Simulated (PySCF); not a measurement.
C7H7NOS

```xyz
17

O    -1.5652    1.0502   -0.8777
C    -2.6057    0.4563   -0.8237
N    -2.8257   -0.7227   -0.1689
C    -1.8953   -1.4485    0.5503
S    -2.3711   -2.8490    1.2720
C    -0.5923   -0.9690    0.6383
C     0.5704   -0.6642    0.7906
C     1.8975   -0.1892    0.8858
C     2.4783    0.5446   -0.3050
C     2.1168    1.3090    0.9174
H    -3.5305    0.8107   -1.3151
H    -3.7508   -1.1362   -0.1851
H     2.5626   -0.8132    1.4707
H     3.5198    0.3704   -0.5285
H     1.8444    0.6517   -1.1713
H     1.2376    1.9331    0.8790
H     2.9021    1.6781    1.5593
```

Geometry: GFN2-xTB.

Computed with PBE0/pcSseg-1, SCF density, gas phase, non-relativistic in PySCF 2.14.0.

> What will maps of the electron density and electron localisation function show?

C–O (1.20 Å): the density is about 3.4 e/Å³ at the midpoint; the ELF peaks at about 0.85 between the atoms; a short, multiple covalent bond.
C–C (1.21 Å): the density is about 2.7 e/Å³ at the midpoint; the ELF peaks at about 0.85 between the atoms; a multiple bond.
C–N (1.37 Å): ρ is about 2.3 e/Å³ halfway; the ELF peaks at about 0.95 between the atoms: a covalent bond.
C–S (1.65 Å): ρ at the midpoint is about 1.6 e/Å³; the ELF peaks at about 0.90 between the atoms (a covalent bond).

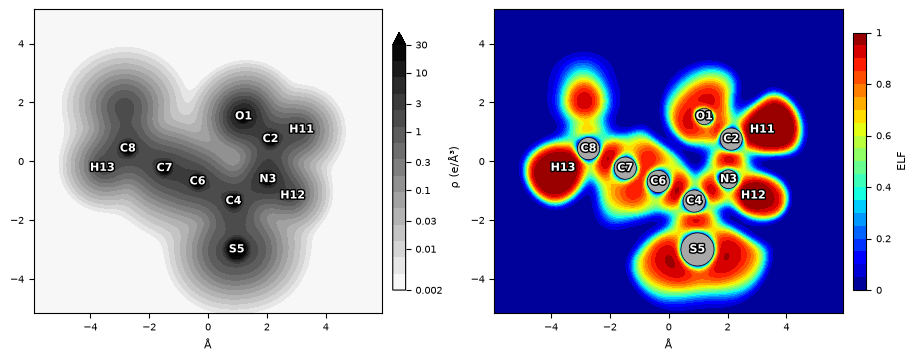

Computed electron density and electron localisation function on the plane of atoms N3, C2 and H11, in this order. Grey discs cover the atomic cores in the ELF map. 
